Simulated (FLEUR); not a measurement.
# GdN: which magnetic order is lowest, part 3 of 3

A self-consistent run ends on one state, which hangs on the start. Several orders of GdN are started in FLEUR and their energies compared.

FLEUR MaX-R8.1; LDA (VWN) with U = 6.7 eV, J = 0.7 eV on Gd f; all-electron FLAPW, Dirac cores, scalar-relativistic bands.

So far, largest spin moment in the muffin-tin sphere (μB): step 2 (start 1: ferro +) 7.04; step 3 (start 2: antiferro q=(0,1/2,1/2) +-) 7.03; step 4 (run 3 (antiferro q=(0,0,1/2) +-)) 7.04.

The database entry behind the starting cell differs from later determinations by our own check (about 0.3 % long), so it need not match the best structure at ambient conditions.

## Step 5: An attempt with other settings

An input with a fault is tried, to see how the program answers.

File inp.xml:

```
<?xml version="1.0" encoding="UTF-8" standalone="no"?>
<fleurInput fleurInputVersion="0.39">
   <comment>
      GdN
   </comment>
   <calculationSetup>
      <cutoffs Kmax="3.61" Gmax="10.8" GmaxXC="10.8" numbands="0"/>
      <scfLoop itmax="100" minDistance="0.0001" maxIterBroyd="15" imix="Anderson" alpha="0.05" precondParam="0.0" spinf="2.0" sdNocoIR="T"/>
      <coreElectrons ctail="T" frcor="F" kcrel="0" coretail_lmax="0"/>
      <xcFunctional name="vwn" relativisticCorrections="F"/>
      <magnetism jspins="2"/>
      <soc l_soc="F" theta="0.0" phi="0.0" spav="F"/>
      <expertModes spex="0" secvar="F"/>
      <geometryOptimization l_f="F" forcealpha="1.0" forcemix="BFGS" epsdisp="0.00001" epsforce="0.00001"/>
      <ldaU l_linMix="F" mixParam="0.05" spinf="1.0"/>
   </calculationSetup>
   <cell>
      <bzIntegration valenceElectrons="23.0" mode="hist" fermiSmearingEnergy="0.00110248">
         <kPointListSelection listName="mesh"/>
         <xi:include xmlns:xi="http://www.w3.org/2001/XInclude" href="kpts.xml"> </xi:include>
      </bzIntegration>
      <xi:include xmlns:xi="http://www.w3.org/2001/XInclude" href="sym.xml"> </xi:include>
      <bulkLattice scale="1.0">
         <bravaisMatrix>
            <row-1>    0.0000000000000000     4.7233704484376995     4.7233704484376995</row-1>
            <row-2>    4.7233704484376995     0.0000000000000000     4.7233704484376995</row-2>
            <row-3>    4.7233704484376995     4.7233704484376995     0.0000000000000000</row-3>
         </bravaisMatrix>
      </bulkLattice>
   </cell>
   <atomSpecies>
      <species name="Gadolinium7.000" element="Gd" atomicNumber="64">
         <mtSphere radius="2.8" gridPoints="925" logIncrement="0.014"/>
         <atomicCutoffs lmax="10" lnonsphr="8"/>
         <electronConfig flipSpins="F">
            <coreConfig>(1s1/2) (2s1/2) (2p1/2) (2p3/2) (3s1/2) (3p1/2) (3p3/2) (4s1/2) (3d3/2) (3d5/2) (4p1/2) (4p3/2) (4d3/2) (4d5/2)</coreConfig>
            <valenceConfig>(5s1/2) (5p1/2) (5p3/2) (6s1/2) (4f5/2) (4f7/2) (5d3/2) (5d5/2)</valenceConfig>
            <stateOccupation state="(4f5/2)" spinUp="2.5" spinDown="0.5"/>
            <stateOccupation state="(4f7/2)" spinUp="4.0" spinDown="0.0"/>
            <stateOccupation state="(5d3/2)" spinUp="0.4" spinDown="0.0"/>
            <stateOccupation state="(5d5/2)" spinUp="0.6" spinDown="0.0"/>
         </electronConfig>
         <energyParameters s="6" p="6" d="5" f="4"/>
         <ldaU l="3" U="6.7" J="0.7" l_amf="F"/>
         <lo type="SCLO" l="0" n="5" eDeriv="0"/>
         <lo type="SCLO" l="1" n="5" eDeriv="0"/>
      </species>
      <species name="Nitrogen (N)" element="N" atomicNumber="7">
         <mtSphere radius="1.66" gridPoints="549" logIncrement="0.019"/>
         <atomicCutoffs lmax="6" lnonsphr="4"/>
         <electronConfig flipSpins="F">
            <coreConfig>(1s1/2)</coreConfig>
            <valenceConfig>(2s1/2) (2p1/2) (2p3/2)</valenceConfig>
            <stateOccupation state="(2p1/2)" spinUp="0.500000" spinDown="0.500000"/>
            <stateOccupation state="(2p3/2)" spinUp="1.000000" spinDown="1.000000"/>
         </electronConfig>
         <energyParameters s="2" p="2" d="3" f="4"/>
      </species>
   </atomSpecies>
   <atomGroups>
      <atomGroup species="Gadolinium7.000">
         <relPos label="                   1">.0000000000 .0000000000 .0000000000</relPos>
         <force calculate="T" relaxXYZ="TTT"/>
      </atomGroup>
      <atomGroup species="Nitrogen (N)">
         <relPos label="                   2">1.000/2.000 1.000/2.000 1.000/2.000</relPos>
         <force calculate="T" relaxXYZ="TTT"/>
      </atomGroup>
   </atomGroups>
   <output dos="F" band="F" slice="F">
      <bandDOS minEnergy="-.5*Htr" maxEnergy="0.5*Htr" sigma="0.015" storeEVData="T"/>
      <plotting iplot="0" polar="F">
         <plot TwoD="T" vec1="  1.0  0.0  0.0" vec2="  0.0  1.0  0.0" vec3="  0.0  0.0  1.0" zero="  0.0  0.0  0.0" file="plot"/>
      </plotting>
      <moessbauerParams electricFieldGradient="F" isomerShift="F" coreHyperfine="F" valenceHyperfine="F"/>
   </output>
</fleurInput>
```

File crystal.txt:

```
GdN
&input film=F cartesian=F /
0.00000000000  2.49950000000  2.49950000000
2.49950000000  0.00000000000  2.49950000000
2.49950000000  2.49950000000  0.00000000000
1.8897261246
1.0 1.0 1.0

2
64 0.00000000000  0.00000000000  0.00000000000 : 7.000
7 0.50000000000  0.50000000000  0.50000000000

&kpt div1=8 div2=8 div3=8 gamma=T /
```

On the command line:

```sh
$ OMP_NUM_THREADS=1 inpgen -f crystal.txt > inpgen.log  # inp.xml is then edited as shown
$ OMP_NUM_THREADS=4 fleur_MPI > fleur.log
```

The log of the run:

```text
Welcome to FLEUR        (www.flapw.de)
      MaX-Release 8.1          (www.max-centre.eu)
**************FLEUR-Error*****************
Error message: No kPointList named: mesh found.
Error from PE:0/1
*****************************************
```

Wall time 2.6 s (1 MPI rank of AMD EPYC 9R45, shared host); peak memory 0.08 GiB.

The program refused the input before any cycle.

The program's message: “No kPointList named: mesh found.”

The fault in the input: a k list that isn't there.

listName must name a list in kpts.xml.

## Step 6: The states side by side

Free energies are divided by the number of seeded atoms, so that cells of unlike size compare. Wavevectors q in the names are fractions of the primitive cell's reciprocal vectors.

Orders:

| start | final state | typed order kept | energy over the lowest (meV a seeded atom) | largest sphere moment (μB) | net moment (μB a primitive cell) | mesh matched | CPU time (s) |
| --- | --- | --- | --- | --- | --- | --- | --- |
| ferro + | ferromagnetic, with opposed induced moments | yes | 0 | 7.044 | 7 | yes | 23.27 |
| antiferro q=(0,1/2,1/2) +- | antiferromagnetic | yes | 7.219 | 7.029 | 0 | yes | 117 |
| antiferro q=(0,0,1/2) +- | antiferromagnetic | yes | 3.786 | 7.043 | 0 | yes | 101.9 |

## Step 7: Spin–orbit coupling, moments along [001]

Spin–orbit coupling ties the spins to the lattice and lets orbital moments form.

A new self-consistent run of the start ferro +, with the moments along z. Here n_mmp_mat seeds f states of whole m by Hund's three rules. The k list default-1 (kpts.xml, not shown) is a Γ-centred 8×8×8 mesh.

File inp.xml:

```
<?xml version="1.0" encoding="UTF-8" standalone="no"?>
<fleurInput fleurInputVersion="0.39">
   <comment>
      GdN
   </comment>
   <calculationSetup>
      <cutoffs Kmax="3.61" Gmax="10.8" GmaxXC="10.8" numbands="63"/>
      <scfLoop itmax="130" minDistance="0.0001" maxIterBroyd="15" imix="Anderson" alpha="0.05" precondParam="0.0" spinf="2.0" sdNocoIR="T"/>
      <coreElectrons ctail="T" frcor="F" kcrel="0" coretail_lmax="0"/>
      <xcFunctional name="vwn" relativisticCorrections="F"/>
      <magnetism jspins="2"/>
      <soc l_soc="T" theta="0.0" phi="0.0" spav="F"/>
      <expertModes spex="0" secvar="F"/>
      <geometryOptimization l_f="F" forcealpha="1.0" forcemix="BFGS" epsdisp="0.00001" epsforce="0.00001"/>
      <ldaU l_linMix="F" mixParam="0.05" spinf="1.0"/>
   </calculationSetup>
   <cell>
      <bzIntegration valenceElectrons="23.0" mode="hist" fermiSmearingEnergy="0.00110248">
         <kPointListSelection listName="default-1"/>
         <xi:include xmlns:xi="http://www.w3.org/2001/XInclude" href="kpts.xml"> </xi:include>
      </bzIntegration>
      <xi:include xmlns:xi="http://www.w3.org/2001/XInclude" href="sym.xml"> </xi:include>
      <bulkLattice scale="1.0">
         <bravaisMatrix>
            <row-1>    0.0000000000000000     4.7233704484376995     4.7233704484376995</row-1>
            <row-2>    4.7233704484376995     0.0000000000000000     4.7233704484376995</row-2>
            <row-3>    4.7233704484376995     4.7233704484376995     0.0000000000000000</row-3>
         </bravaisMatrix>
      </bulkLattice>
   </cell>
   <atomSpecies>
      <species name="Gadolinium7.000" element="Gd" atomicNumber="64">
         <mtSphere radius="2.8" gridPoints="925" logIncrement="0.014"/>
         <atomicCutoffs lmax="10" lnonsphr="8"/>
         <electronConfig flipSpins="F">
            <coreConfig>(1s1/2) (2s1/2) (2p1/2) (2p3/2) (3s1/2) (3p1/2) (3p3/2) (4s1/2) (3d3/2) (3d5/2) (4p1/2) (4p3/2) (4d3/2) (4d5/2)</coreConfig>
            <valenceConfig>(5s1/2) (5p1/2) (5p3/2) (6s1/2) (4f5/2) (4f7/2) (5d3/2) (5d5/2)</valenceConfig>
            <stateOccupation state="(4f5/2)" spinUp="2.5" spinDown="0.5"/>
            <stateOccupation state="(4f7/2)" spinUp="4.0" spinDown="0.0"/>
            <stateOccupation state="(5d3/2)" spinUp="0.4" spinDown="0.0"/>
            <stateOccupation state="(5d5/2)" spinUp="0.6" spinDown="0.0"/>
         </electronConfig>
         <energyParameters s="6" p="6" d="5" f="4"/>
         <ldaU l="3" U="6.7" J="0.7" l_amf="F"/>
         <lo type="SCLO" l="0" n="5" eDeriv="0"/>
         <lo type="SCLO" l="1" n="5" eDeriv="0"/>
      </species>
      <species name="Nitrogen (N)" element="N" atomicNumber="7">
         <mtSphere radius="1.66" gridPoints="549" logIncrement="0.019"/>
         <atomicCutoffs lmax="6" lnonsphr="4"/>
         <electronConfig flipSpins="F">
            <coreConfig>(1s1/2)</coreConfig>
            <valenceConfig>(2s1/2) (2p1/2) (2p3/2)</valenceConfig>
            <stateOccupation state="(2p1/2)" spinUp="0.500000" spinDown="0.500000"/>
            <stateOccupation state="(2p3/2)" spinUp="1.000000" spinDown="1.000000"/>
         </electronConfig>
         <energyParameters s="2" p="2" d="3" f="4"/>
      </species>
   </atomSpecies>
   <atomGroups>
      <atomGroup species="Gadolinium7.000">
         <relPos label="                   1">.0000000000 .0000000000 .0000000000</relPos>
         <force calculate="T" relaxXYZ="TTT"/>
      </atomGroup>
      <atomGroup species="Nitrogen (N)">
         <relPos label="                   2">1.000/2.000 1.000/2.000 1.000/2.000</relPos>
         <force calculate="T" relaxXYZ="TTT"/>
      </atomGroup>
   </atomGroups>
   <output dos="F" band="F" slice="F">
      <bandDOS minEnergy="-.5*Htr" maxEnergy="0.5*Htr" sigma="0.015" storeEVData="T"/>
      <plotting iplot="0" polar="F">
         <plot TwoD="T" vec1="  1.0  0.0  0.0" vec2="  0.0  1.0  0.0" vec3="  0.0  0.0  1.0" zero="  0.0  0.0  0.0" file="plot"/>
      </plotting>
      <moessbauerParams electricFieldGradient="F" isomerShift="F" coreHyperfine="F" valenceHyperfine="F"/>
   </output>
</fleurInput>
```

File crystal.txt:

```
GdN
&input film=F cartesian=F /
0.00000000000  2.49950000000  2.49950000000
2.49950000000  0.00000000000  2.49950000000
2.49950000000  2.49950000000  0.00000000000
1.8897261246
1.0 1.0 1.0

2
64 0.00000000000  0.00000000000  0.00000000000 : 7.000
7 0.50000000000  0.50000000000  0.50000000000

&soc 0.0000000 0.0000000 /
&kpt div1=8 div2=8 div3=8 gamma=T /
```

On the command line:

```sh
$ OMP_NUM_THREADS=1 inpgen -f crystal.txt > inpgen.log  # inp.xml is then edited as shown
$ OMP_NUM_THREADS=1 mpirun -n 4 fleur_MPI > fleur.log
```

The log of the run:

```text
[banner, memory and clock lines left out]
Welcome to FLEUR        (www.flapw.de)
      MaX-Release 8.1          (www.max-centre.eu)

 ========== k-point set info ==========
 Selected k-point list: default-1
 k-point list type: mesh
 0 x 0 x 0
 Number of k points: 80

 [... set-up left out ...]
 Iteration:     1   Distance:      26.94115096 me/bohr^3
 Iteration:     2   Distance:      25.95207360 me/bohr^3
 Iteration:     3   Distance:      19.68389952 me/bohr^3
 Iteration:     4   Distance:      14.13930489 me/bohr^3
 Iteration:     5   Distance:       2.60329366 me/bohr^3
 Iteration:     6   Distance:       1.13137238 me/bohr^3
 Iteration:     7   Distance:       0.90601485 me/bohr^3
 Iteration:     8   Distance:       0.52336290 me/bohr^3
 Iteration:     9   Distance:       0.05102980 me/bohr^3
 Iteration:    10   Distance:       0.02493198 me/bohr^3
 Iteration:    11   Distance:       0.00768329 me/bohr^3
 Iteration:    12   Distance:       0.00210553 me/bohr^3
 Iteration:    13   Distance:       0.00150561 me/bohr^3
 Iteration:    14   Distance:       0.00102810 me/bohr^3
 Iteration:    15   Distance:       0.00029200 me/bohr^3
 Iteration:    16   Distance:       0.00027905 me/bohr^3
 Iteration:    17   Distance:       0.00020384 me/bohr^3
 Iteration:    18   Distance:       0.00008178 me/bohr^3

 ********************************************************************
 Run finished successfully
 Stop message:
   all done
 ********************************************************************

--- out.xml (last complete iteration) ---
<iteration numberForCurrentRun="   18" overallNumber="   18">
         [... left out ...]
         <bandgap value="0.0688965781" units="eV"/>
         <sumValenceSingleParticleEnergies value="-2.7148777550" units="Htr"/>
         <FermiEnergy value="0.3296454133" units="Htr"/>
         [... left out ...]
         <magneticMomentsInMTSpheres units="muBohr">
            <globalMagMoment atomType="1" vec="0.00000   0.00000   7.03491"/>
            <globalMagMoment atomType="2" vec="0.00000   0.00000  -0.10488"/>
         </magneticMomentsInMTSpheres>
         <orbitalMomentsInMTSpheres units="muBohr">
            <globalMagMoment atomType="1" vec="0.00000   0.00000   0.00002"/>
            <globalMagMoment atomType="2" vec="0.00000   0.00000  -0.00050"/>
         </orbitalMomentsInMTSpheres>
         [... left out ...]
         <totalEnergy value="   -11327.5418994101" units="Htr">
            <sumOfEigenvalues value="    -6960.1553048935">
               <coreElectrons value="-6957.4404271385"/>
               <valenceElectrons value="-2.7148777550"/>
            </sumOfEigenvalues>
         [... left out ...]
            <freeEnergy value="-11327.5419177350"/>
            <extrapolationTo0K value="-11327.5419085725"/>
         </totalEnergy>
         [... left out ...]
         <ldaUDensityMatrixConvergence>
            <distance spin="1" distance="0.000000"/>
            <distance spin="2" distance="0.000000"/>
         </ldaUDensityMatrixConvergence>
         <densityConvergence units="me/bohr^3">
            <chargeDensity spin="1" distance="0.0000739764"/>
            <chargeDensity spin="2" distance="0.0000211006"/>
            <overallChargeDensity distance="0.0000717472"/>
            <spinDensity distance="0.0000817792"/>
         </densityConvergence>
      </iteration>
```

Wall time 20 s (4 MPI ranks); peak memory 0.32 GiB; 78 s of CPU time.

Spin moment in the muffin-tin sphere by atom:

| atom | spin moment in the muffin-tin sphere (μB) |
| --- | --- |
| Gd1 | 7.03 |
| N2 | -0.10 |

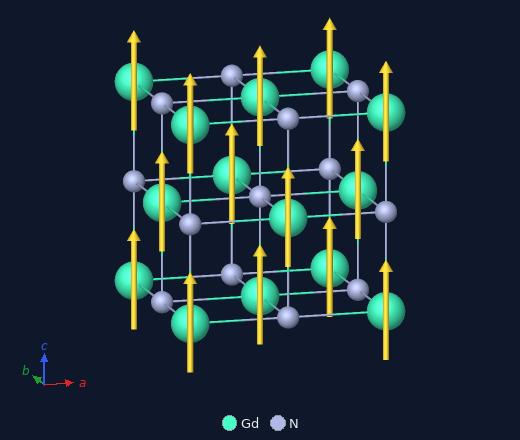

Spin moment in the muffin-tin sphere as arrows, the longest 7.03 μB. Up and down stand for the sign. Arrows give size and sign along the axis of quantisation, drawn up and down the page. Some periodic images of atoms are drawn too.

This step gave:

```
free energy                                                       : -308238.1183 eV
program's band gap on this mesh (in a metal only a level spacing) : 0.06890 eV
magnetization                                                     : 6.991 μB
final state                                                       : ferromagnetic, with opposed induced moments
orbital moment along the spin                                     : 0 μB
```

Orbital moment in the sphere, along the spin axis by atom:

| atom | orbital moment in the sphere, along the spin axis (μB) |
| --- | --- |
| Gd1 | 0.0000 |
| N2 | -0.0005 |

## Step 8: What came out

* lowest state found: ferromagnetic (typed ferro +)
* largest site spin moment: 7.04 μB
* next finished state: antiferromagnetic, 3.79 meV a seeded atom higher
* orbital moment on the atom of largest spin, along its spin (spin–orbit run): 2.0e-5 μB
* spin plus orbital moment: Gd 7.03 μB

What this shows: The lowest state found is ferromagnetic, reached from the start ferro +, with moments up to 7.04 μB. The next finished state costs 3.8 meV a seeded atom. The shell is near half filling, where Hund's rules give no orbital moment. Only 3 starts were tried; other patterns of signs, canted and longer-period orders were not. The f shell is half filled, so the spin-only picture is fair.

[Logs and program files are shortened in this print: banners, set-up blocks, solver, clock and traceback lines can be left out without a mark of their own.]

[Logs are printed without paths, hosts, clocks, repeated set-up lines and the standing remarks that a program may print on its own settings, such as how far it seeks lower states.]

[Hosts, paths, dates, database ids (printed as entryN), source tags and the programs' standing remarks are cut or masked in the printed files.]

[Where a cell is said to come from a database of computed structures, the database is the Materials Project.]
